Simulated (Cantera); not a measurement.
Feed: 1 mol Cu, 1.1 mol CO₂, 97 mol N₂, at 10.0 mbar.

Method: chemical equilibrium by Gibbs-energy minimisation in Cantera with the NASA 1993 tables (ideal gas, pure condensed phases). Candidate condensed phases: C, Cu, CuO, Cu₂O; 27 gas species. Kinetics and transport are ignored.

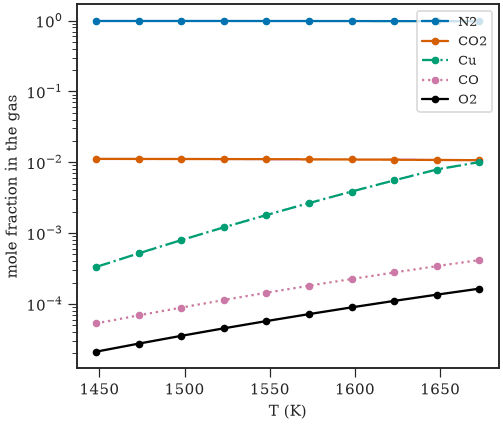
Fig. 1. Equilibrium gas composition (values under 1e-9 drawn at 1e-9)

From 1448 K to 1648 K the condensed part is Cu(l). At 1673 K nothing is condensed. The main Cu-bearing gas is Cu throughout. The share of Cu in condensed phases is highest at 1448 K (96.7 %) and lowest at 1673 K (0.0 %).
